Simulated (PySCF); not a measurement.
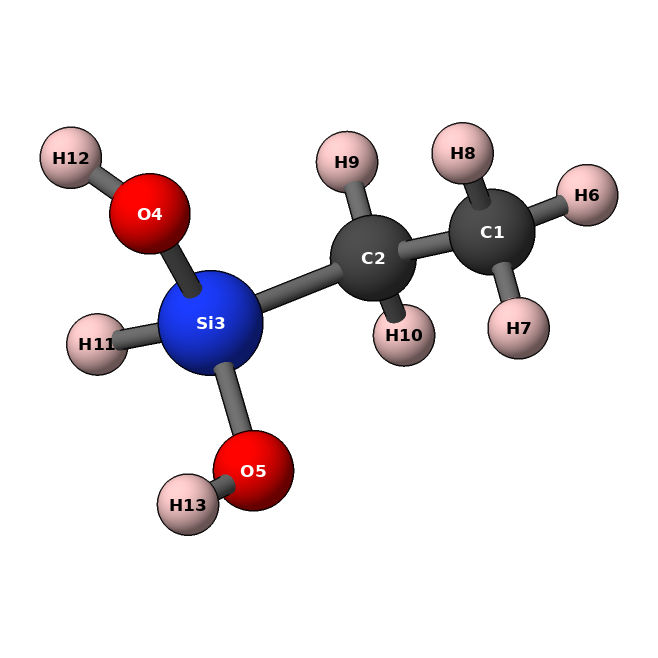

The geometry was computed by an optimisation with PBE0-D3(BJ)/def2-SVP. No frequency run is at hand to confirm it as a minimum. Properties computed with GIAO KT3/pcSseg-2 NMR shielding, non-relativistic, gas phase (PySCF 2.14.0). Principal shieldings σ11 ≤ σ22 ≤ σ33, span Ω = σ33 − σ11, skew κ = 3(σiso − σ22)/Ω.

Give the shielding tensors of the Si atoms.

```csv
atom,σ11,σ22,σ33,σiso,Ω,κ
Si3,328.0,378.0,408.7,371.6,80.6,−0.24
```

Shieldings and span in ppm.
